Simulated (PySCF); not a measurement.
# TiBr₂: ligand-field states

Aim: compute the ligand-field states of TiBr₂.

Computed with PySCF 2.14.0 and routines of our own; the level stands in each step. Atoms count from 0.

## Step 1: The starting structure

3 atoms, charge 0, states of the metal's open shell are computed; geometry from: model start, shaken.

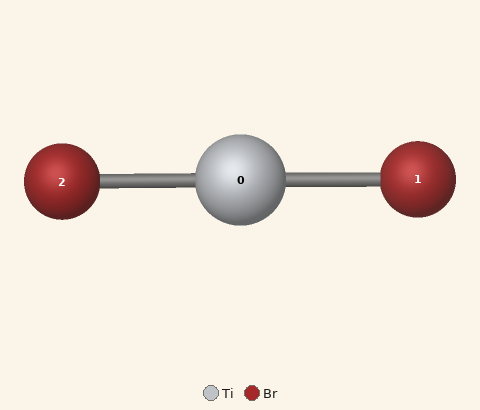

The starting geometry (titanium light grey, bromine red); sticks join atoms by distance alone.

## Step 2: Relaxing the molecule at PBE0-D3(BJ)/def2-TZVP

Job settings and geometry (Å):

```
{"job": {"xc": "PBE0", "basis": "def2-TZVP", "d3": "d3bj", "grid": 1, "maxiter": 45, "kind": "geom"}, "charge": 0, "metal": "Ti", "open_shell": "d2"}
Ti     0.000020     0.004480    -0.004110
Br    -0.013360    -0.006820     2.465130
Br     0.000900     0.020100    -2.487380
```

Started as:

```sh
OMP_NUM_THREADS=1 python lf_run.py task.json out
```

This one command runs all jobs of the session in turn.

Log:

```text
step   0  E = -5997.08604385  max force = 0.017728
step   1  E = -5997.08905998  max force = 0.001381
step   2  E = -5997.08906429  max force = 0.000267
optimisation converged
```

Run time: 62 s. Hardware: 1 thread of Intel Xeon Platinum 8259CL at 2.50GHz, shared host; peak memory 0.62 GiB.

Step by step:

```
step  energy from step 0 (eV)  largest force component (eV/Å)
   0                   0.0000                          0.9116
   1                  -0.0821                          0.0710
   2                  -0.0822                          0.0137
```

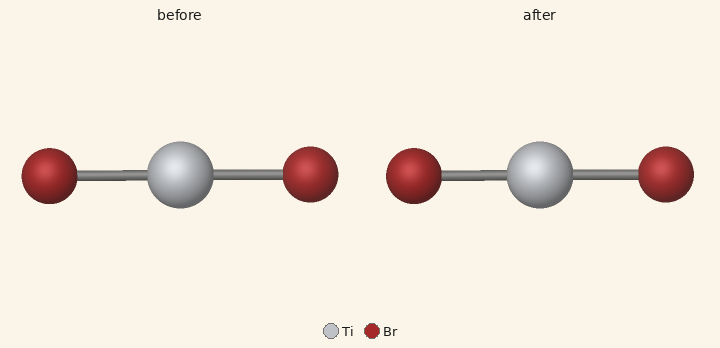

Before and after, at one scale.

Close pairs (by a distance rule), those that changed most:

```
   bond  before (Å)  after (Å)  change (Å)
Ti0–Br2       2.483      2.392      -0.091
Ti0–Br1       2.469      2.392      -0.078
```

The final coordinates are the input of the step that follows.

```
                         at the end point         value
  point group (found at 0.08 Å tolerance)         Dinfh
rotational constants (GHz, main isotopes)  0.560, 0.560
                        dipole moment (D)          0.02
                                     ⟨S²⟩         2.011
```

## Step 3: Ligand-field states: state-averaged CASSCF

Job settings and geometry (Å):

```
{"job": {"kind": "lf", "basis": {"metal": "x2c-TZVPall", "ligand": "x2c-SVPall"}, "nevpt": true}, "charge": 0, "metal": "Ti", "open_shell": "d2"}
Ti     0.000000     0.000000     0.000000
Br     0.000000     0.000000     2.391747
Br     0.000000    -0.000000    -2.391918
```

Level: state-averaged CASSCF of the metal d shell, SC-NEVPT2 on the averaged canonical orbitals, state-interaction spin-orbit coupling.

Log:

```text
basis functions 112, electrons 92, active (2e, 5o)
stage 1: DIIS on the effective Fock matrix, level shift 0.30
cycle   1  E = -6060.6261709262  dE = -6.061e+03  max|g| = 2.990e-01
cycle   2  E = -6060.7292347552  dE = -1.031e-01  max|g| = 3.781e-01
cycle   3  E = -6060.8262516042  dE = -9.702e-02  max|g| = 1.411e-01
cycle   4  E = -6060.8609786483  dE = -3.473e-02  max|g| = 6.288e-02
cycle   5  E = -6060.8749075466  dE = -1.393e-02  max|g| = 3.601e-02
cycle   6  E = -6060.8784296704  dE = -3.522e-03  max|g| = 1.879e-02
cycle   7  E = -6060.8795689011  dE = -1.139e-03  max|g| = 1.075e-02
cycle   8  E = -6060.8799874335  dE = -4.185e-04  max|g| = 5.731e-03
cycle   9  E = -6060.8801041349  dE = -1.167e-04  max|g| = 2.933e-03
cycle  10  E = -6060.8801437995  dE = -3.966e-05  max|g| = 2.202e-03
cycle  11  E = -6060.8801526450  dE = -8.846e-06  max|g| = 1.966e-03
...
cycle  33  E = -6060.8801596881  dE = -2.577e-09  max|g| = 1.014e-04
cycle  34  E = -6060.8801596894  dE = -1.254e-09  max|g| = 9.519e-05
cycle  35  E = -6060.8801596903  dE = -9.168e-10  max|g| = 8.833e-05
cycle  36  E = -6060.8801596912  dE = -9.195e-10  max|g| = 8.112e-05
cycle  37  E = -6060.8801596919  dE = -7.230e-10  max|g| = 7.470e-05
cycle  38  E = -6060.8801596926  dE = -6.748e-10  max|g| = 6.810e-05
cycle  39  E = -6060.8801596932  dE = -5.775e-10  max|g| = 6.147e-05
cycle  40  E = -6060.8801596937  dE = -4.666e-10  max|g| = 5.526e-05
stage 2: quasi-Newton rotations from the point of smallest gradient
cycle  42  E = -6060.8801596955  dE = -1.889e-09  max|g| = 1.890e-05
cycle  43  E = -6060.8801596959  dE = -3.774e-10  max|g| = 5.688e-06
converged average energy = -6060.8801596959

 mult deg   label        CASSCF/cm-1   NEVPT2/cm-1
   3   2   3Deltag             0.0           0.0
   3   2   3Phig             939.8        3977.7
   3   1   3Sigmag-         1815.0        4092.6
   3   2   3Pig             2621.4        4807.4
   1   1   1Sigmag+         7670.1        7195.2
   1   2   1Deltag         12118.2       10015.2
   1   2   1Pig            10634.7       11533.8
   1   2   1Gammag         11006.2       11586.5
   3   1   3Sigmag-        12361.3       13467.4
   3   2   3Pig            14494.6       13516.7
   1   1   1Sigmag+        19418.8       16861.2
   1   2   1Phig           16595.0       17423.6
   1   2   1Pig            18585.2       17573.5
   1   2   1Deltag         20325.5       21383.5
   1   1   1Sigmag+        39979.3       34626.1

spin-orbit levels / cm-1
      0.00  x2  3Deltag 1.00
    109.49  x2  3Deltag 1.00
    224.06  x2  3Deltag 1.00
   3864.64  x2  3Phig 1.00
   4093.81  x2  3Phig 1.00
   4155.55  x1  3Sigmag- 0.95 3Pig 0.05
   4188.76  x2  3Sigmag- 0.98
   4317.86  x2  3Phig 1.00
   4894.27  x1  3Pig 1.00
   4928.57  x1  3Pig 0.95 3Sigmag- 0.05
   4937.25  x2  3Pig 0.97
   4951.14  x2  3Pig 1.00
   7324.01  x1  1Sigmag+ 0.99
  10128.23  x2  1Deltag 1.00
  11634.65  x2  1Pig 0.99
  11702.78  x2  1Gammag 1.00
  13499.90  x1  3Pig 0.63 3Sigmag- 0.37
  13547.83  x1  3Pig 1.00
  13558.72  x2  3Sigmag- 0.72 3Pig 0.28
  13625.72  x1  3Sigmag- 0.63 3Pig 0.37
  13672.81  x2  3Pig 0.72 3Sigmag- 0.27
  13719.34  x2  3Pig 1.00
  16979.30  x1  1Sigmag+ 1.00
  17538.57  x2  1Phig 1.00
  17690.38  x2  1Pig 1.00
  21499.39  x2  1Deltag 1.00
  34744.70  x1  1Sigmag+ 1.00
```

Wall time 14 s (1 thread of Intel Xeon Platinum 8259CL at 2.50GHz, shared host); peak memory 0.52 GiB.

Warnings kept with the result: strongly covalent, metal-shell active space is small for this complex.

In short:

```
             quantity     value
spin-orbit constant ζ  110 cm⁻¹
```

Powder susceptibility:

```
T (K)  χT (cm³ K/mol)  μ(eff)
    2           0.012    0.31
    5           0.031    0.49
   10           0.061    0.70
   20           0.123    0.99
   30           0.186    1.22
   50           0.317    1.59
   75           0.478    1.96
  100           0.621    2.23
  150           0.840    2.59
  200           0.987    2.81
  250           1.091    2.95
  300           1.167    3.06
```

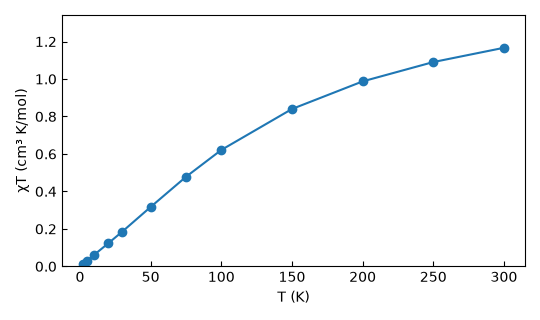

χT against temperature.

The fields below are evaluated on a grid from the run's orbitals.

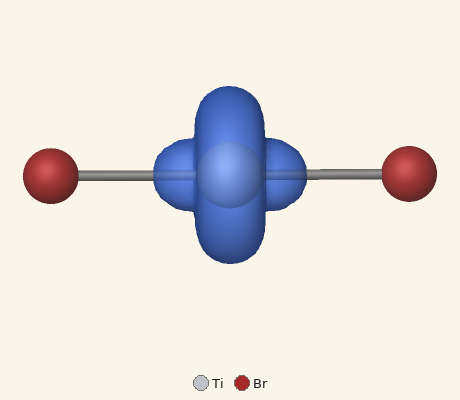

Spin density at ±0.1 e/Å³ (alpha excess blue, beta excess red).

In these pictures sticks join atoms by distance alone, so bonds to metals can be missing or extra.

## Step 4: Ligand-field states: state-averaged CASSCF (basis x2c-TZVPall)

Job settings and geometry (Å):

```
{"job": {"kind": "lf", "basis": "x2c-TZVPall", "nevpt": true}, "charge": 0, "metal": "Ti", "open_shell": "d2"}
Ti     0.000000     0.000000     0.000000
Br     0.000000     0.000000     2.391747
Br     0.000000    -0.000000    -2.391918
```

Method: state-averaged CASSCF of the metal d shell, SC-NEVPT2 on the averaged canonical orbitals, state-interaction spin-orbit coupling.

Log:

```text
basis functions 144, electrons 92, active (2e, 5o)
stage 1: DIIS on the effective Fock matrix, level shift 0.30
cycle   1  E = -6061.5433692877  dE = -6.062e+03  max|g| = 2.746e-01
cycle   2  E = -6061.6465353784  dE = -1.032e-01  max|g| = 3.352e-01
cycle   3  E = -6061.7408296230  dE = -9.429e-02  max|g| = 1.124e-01
cycle   4  E = -6061.7748675000  dE = -3.404e-02  max|g| = 5.563e-02
cycle   5  E = -6061.7885227000  dE = -1.366e-02  max|g| = 3.493e-02
cycle   6  E = -6061.7921107264  dE = -3.588e-03  max|g| = 1.871e-02
cycle   7  E = -6061.7933160476  dE = -1.205e-03  max|g| = 1.103e-02
cycle   8  E = -6061.7937866979  dE = -4.707e-04  max|g| = 6.145e-03
cycle   9  E = -6061.7939212441  dE = -1.345e-04  max|g| = 3.274e-03
cycle  10  E = -6061.7939731577  dE = -5.191e-05  max|g| = 1.705e-03
cycle  11  E = -6061.7939849100  dE = -1.175e-05  max|g| = 1.726e-03
...
cycle  32  E = -6061.7939916919  dE = -3.191e-09  max|g| = 1.236e-04
cycle  33  E = -6061.7939916955  dE = -3.618e-09  max|g| = 1.008e-04
cycle  34  E = -6061.7939916982  dE = -2.723e-09  max|g| = 8.137e-05
cycle  35  E = -6061.7939917004  dE = -2.195e-09  max|g| = 6.152e-05
cycle  36  E = -6061.7939917015  dE = -1.048e-09  max|g| = 4.937e-05
cycle  37  E = -6061.7939917022  dE = -7.049e-10  max|g| = 3.818e-05
cycle  38  E = -6061.7939917025  dE = -3.029e-10  max|g| = 3.270e-05
cycle  39  E = -6061.7939917026  dE = -1.446e-10  max|g| = 3.028e-05
cycle  40  E = -6061.7939917027  dE = -8.549e-11  max|g| = 2.839e-05
stage 2: quasi-Newton rotations from the point of smallest gradient
cycle  42  E = -6061.7939917032  dE = -4.802e-10  max|g| = 8.996e-06
converged average energy = -6061.7939917032

 mult deg   label        CASSCF/cm-1   NEVPT2/cm-1
   3   2   3Deltag             0.0           0.0
   3   2   3Phig            1000.0        4040.9
   3   1   3Sigmag-         1826.4        4136.5
   3   2   3Pig             2704.7        4835.6
   1   1   1Sigmag+         7666.1        7240.8
   1   2   1Deltag         12090.5        9949.0
   1   2   1Pig            10691.1       11545.5
   1   2   1Gammag         10934.0       11659.4
   3   2   3Pig            14572.9       13445.5
   3   1   3Sigmag-        12464.4       13467.5
   1   1   1Sigmag+        19489.4       16719.9
   1   2   1Phig           16638.5       17415.7
   1   2   1Pig            18661.5       17464.5
   1   2   1Deltag         20477.3       21309.5
   1   1   1Sigmag+        40024.3       34497.3

spin-orbit levels / cm-1
      0.00  x2  3Deltag 1.00
    109.41  x2  3Deltag 1.00
    223.88  x2  3Deltag 1.00
   3928.22  x2  3Phig 1.00
   4156.80  x2  3Phig 1.00
   4198.83  x1  3Sigmag- 0.94 3Pig 0.05
   4232.29  x2  3Sigmag- 0.97
   4380.27  x2  3Phig 1.00
   4922.42  x1  3Pig 1.00
   4957.14  x1  3Pig 0.95 3Sigmag- 0.05
   4965.44  x2  3Pig 0.97
   4979.08  x2  3Pig 1.00
   7369.45  x1  1Sigmag+ 0.99
  10061.95  x2  1Deltag 1.00
  11645.93  x2  1Pig 0.99
  11775.59  x2  1Gammag 1.00
  13447.29  x1  3Pig 0.83 3Sigmag- 0.17
  13476.49  x1  3Pig 1.00
  13528.30  x2  3Pig 0.59 3Sigmag- 0.41
  13606.88  x1  3Sigmag- 0.82 3Pig 0.17
  13632.18  x2  3Sigmag- 0.59 3Pig 0.40
  13647.96  x2  3Pig 1.00
  16838.00  x1  1Sigmag+ 1.00
  17530.48  x2  1Phig 1.00
  17581.23  x2  1Pig 1.00
  21425.33  x2  1Deltag 1.00
  34615.76  x1  1Sigmag+ 1.00
```

It took 19 s on 1 thread of Intel Xeon Platinum 8259CL at 2.50GHz, shared host; peak memory 0.52 GiB.

Warnings kept with the result: strongly covalent, metal-shell active space is small for this complex.

From this job:

```
             quantity     value
spin-orbit constant ζ  110 cm⁻¹
```

Powder susceptibility:

```
T (K)  χT (cm³ K/mol)  μ(eff)
    2           0.012    0.31
   20           0.123    0.99
  100           0.622    2.23
  300           1.167    3.06
```

## Step 5: Ligand-field states: state-averaged CASSCF (avg hs)

Job settings and geometry (Å):

```
{"job": {"kind": "lf", "basis": {"metal": "x2c-TZVPall", "ligand": "x2c-SVPall"}, "nevpt": true, "avg": "hs"}, "charge": 0, "metal": "Ti", "open_shell": "d2"}
Ti     0.000000     0.000000     0.000000
Br     0.000000     0.000000     2.391747
Br     0.000000    -0.000000    -2.391918
```

With the program's defaults for keys left out, this is: state-averaged CASSCF of the metal d shell, SC-NEVPT2 on the averaged canonical orbitals, state-interaction spin-orbit coupling.

Log:

```text
basis functions 112, electrons 92, active (2e, 5o)
stage 1: DIIS on the effective Fock matrix, level shift 0.30
cycle   1  E = -6060.6367822017  dE = -6.061e+03  max|g| = 2.990e-01
cycle   2  E = -6060.7260045833  dE = -8.922e-02  max|g| = 4.248e-01
cycle   3  E = -6060.8369690076  dE = -1.110e-01  max|g| = 1.592e-01
cycle   4  E = -6060.8758764962  dE = -3.891e-02  max|g| = 7.367e-02
cycle   5  E = -6060.8920376991  dE = -1.616e-02  max|g| = 3.536e-02
cycle   6  E = -6060.8955789475  dE = -3.541e-03  max|g| = 2.270e-02
cycle   7  E = -6060.8967849785  dE = -1.206e-03  max|g| = 1.160e-02
cycle   8  E = -6060.8972874509  dE = -5.025e-04  max|g| = 5.757e-03
cycle   9  E = -6060.8974257846  dE = -1.383e-04  max|g| = 3.072e-03
cycle  10  E = -6060.8974717247  dE = -4.594e-05  max|g| = 3.345e-03
cycle  11  E = -6060.8974825151  dE = -1.079e-05  max|g| = 3.286e-03
...
cycle  34  E = -6060.8974967174  dE = -7.222e-09  max|g| = 2.534e-04
cycle  35  E = -6060.8974967212  dE = -3.715e-09  max|g| = 2.427e-04
cycle  36  E = -6060.8974967255  dE = -4.295e-09  max|g| = 2.291e-04
cycle  37  E = -6060.8974967282  dE = -2.764e-09  max|g| = 2.191e-04
cycle  38  E = -6060.8974967319  dE = -3.683e-09  max|g| = 2.034e-04
cycle  39  E = -6060.8974967352  dE = -3.260e-09  max|g| = 1.867e-04
cycle  40  E = -6060.8974967372  dE = -2.025e-09  max|g| = 1.559e-04
stage 2: quasi-Newton rotations from the point of smallest gradient
cycle  42  E = -6060.8974967597  dE = -2.247e-08  max|g| = 6.126e-05
cycle  43  E = -6060.8974967636  dE = -3.952e-09  max|g| = 1.844e-05
cycle  44  E = -6060.8974967640  dE = -3.829e-10  max|g| = 4.362e-06
converged average energy = -6060.8974967640

 mult deg   label        CASSCF/cm-1   NEVPT2/cm-1
   3   2   3Deltag             0.0           0.0
   3   2   3Phig             950.5        3937.1
   3   1   3Sigmag-         1855.3        4085.1
   3   2   3Pig             2620.0        4770.4
   1   1   1Sigmag+         7833.6        7236.4
   1   2   1Deltag         12164.3       10043.6
   1   2   1Pig            10808.2       11554.2
   1   2   1Gammag         11206.1       11637.5
   3   1   3Sigmag-        12477.1       13431.9
   3   2   3Pig            14630.8       13550.3
   1   1   1Sigmag+        19552.9       16926.7
   1   2   1Phig           16811.1       17461.5
   1   2   1Pig            18741.6       17638.2
   1   2   1Deltag         20539.9       21392.8
   1   1   1Sigmag+        40459.8       34730.6

spin-orbit levels / cm-1
      0.00  x2  3Deltag 1.00
    110.73  x2  3Deltag 1.00
    226.72  x2  3Deltag 1.00
   3825.75  x2  3Phig 1.00
   4054.62  x2  3Phig 1.00
   4146.57  x1  3Sigmag- 0.94 3Pig 0.06
   4181.26  x2  3Sigmag- 0.97
   4278.23  x2  3Phig 1.00
   4856.64  x1  3Pig 1.00
   4893.84  x1  3Pig 0.94 3Sigmag- 0.06
   4903.21  x2  3Pig 0.97
   4917.78  x2  3Pig 1.00
   7366.42  x1  1Sigmag+ 1.00
  10157.96  x2  1Deltag 1.00
  11656.08  x2  1Pig 0.99
  11755.26  x2  1Gammag 1.00
  13499.34  x1  3Sigmag- 0.64 3Pig 0.36
  13537.18  x2  3Sigmag- 0.88 3Pig 0.12
  13583.57  x1  3Pig 1.00
  13628.12  x1  3Pig 0.64 3Sigmag- 0.36
  13695.56  x2  3Pig 0.87 3Sigmag- 0.12
  13753.65  x2  3Pig 1.00
  17046.01  x1  1Sigmag+ 1.00
  17577.83  x2  1Phig 1.00
  17756.36  x2  1Pig 1.00
  21510.10  x2  1Deltag 1.00
  34850.57  x1  1Sigmag+ 1.00
```

It took 12 s on 1 thread of Intel Xeon Platinum 8259CL at 2.50GHz, shared host; peak memory 0.52 GiB.

Warnings kept with the result: strongly covalent, metal-shell active space is small for this complex.

In short:

```
             quantity     value
spin-orbit constant ζ  111 cm⁻¹
```

Powder susceptibility:

```
T (K)  χT (cm³ K/mol)  μ(eff)
    2           0.012    0.31
   20           0.121    0.98
  100           0.615    2.22
  300           1.163    3.05
```

## Step 6: The runs side by side

From the NEVPT2 states (cm⁻¹; the spread is that of the fitted one-electron ligand-field levels):

```
step            setting  ground state     next state  orbital spread  Racah B    ζ  μ(eff), 300 K
   3           as given       3Deltag  3Phig at 3978            4979      609  110           3.06
   4  basis x2c-TZVPall       3Deltag  3Phig at 4041            5023      601  110           3.06
   5             avg hs       3Deltag  3Phig at 3937            4935      613  111           3.05
```

## Step 7: Summary of results

```
                                                         quantity           value
                                                      point group           Dinfh
                             rotational constants (main isotopes)  0.56, 0.56 GHz
            spin-orbit constant ζ (step 3, state-averaged CASSCF)        110 cm⁻¹
ground multiplicity, μ(eff) at 300 K (step 3, 2 donors at 2.39 Å)      3, 3.06 μB
ground multiplicity, μ(eff) at 300 K (step 4, 2 donors at 2.39 Å)      3, 3.06 μB
ground multiplicity, μ(eff) at 300 K (step 5, 2 donors at 2.39 Å)      3, 3.05 μB
```

In words: Relaxing lowered the energy by 0.082 eV in 2 steps; the close pair that moved most is Ti0–Br2, from 2.483 to 2.392 Å. In step 3, χT goes from 0.01 at 2 K to 1.17 cm³ K/mol at 300 K, as higher levels fill or mix in. The bonding is strongly covalent, and an active space of the metal's shell alone is small for it, so these values are rough.
